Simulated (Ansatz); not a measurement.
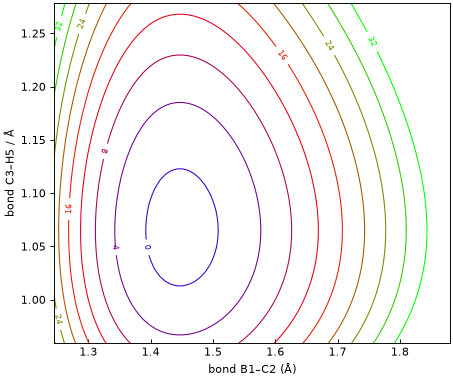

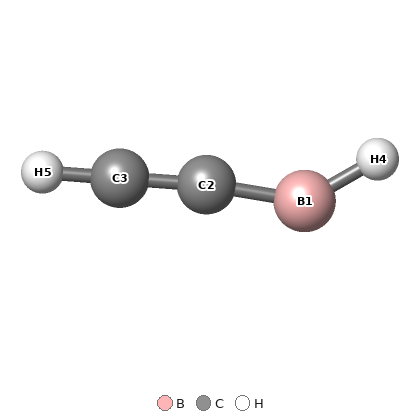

Energy landscape of C₂H₂B, SMILES B=C=[CH], spin multiplicity 2. 
- Two internal coordinates are moved rigidly from the geometry relaxed at PBE0-D4/def2-TZVP, all others fixed.
- The first coordinate is: bond B1–C2; the second: bond C3–H5.
- The grid has 7 × 7 points.
- Points are written as (first, second).
- Energies: kcal/mol, counted from the lowest grid point.
- All numbers below come from Ansatz, UKS PBE0-D4/def2-TZVPP.

The picture shows contour lines labelled in kcal/mol (none above 32). Between grid points the surface is interpolated. The second picture is the structure at the lowest point.

**Describe this landscape.**

The lowest grid point is at (1.397 Å, 1.089 Å). The bottom of the well lies between grid points, at about (1.447 Å, 1.065 Å), about 1.4 kcal/mol lower on the interpolated surface. No other kind of well shows on this grid. The highest grid point, (1.881 Å, 1.279 Å), lies 50.7 kcal/mol above the lowest. Round the minimum the two coordinates are nearly uncoupled.

Grid values (kcal/mol):

```
bond C3–H5 ↓, bond B1–C2 →  1.245  1.307  1.397  1.503  1.621  1.747  1.881
                     1.279   36.7   23.2   14.3   14.3   22.1   34.9   50.7
                     1.211   29.7   16.2    7.3    7.3   15.1   28.0   43.8
                     1.148   24.8   11.4    2.5    2.5   10.3   23.1   38.9
                     1.089   22.3    8.9    0.0    0.0    7.8   20.7   36.5
                     1.036   22.5    9.1    0.2    0.2    8.0   20.8   36.6
                     0.990   25.1   11.7    2.8    2.8   10.6   23.4   39.2
                     0.959   28.5   15.0    6.1    6.2   13.9   26.8   42.6
```
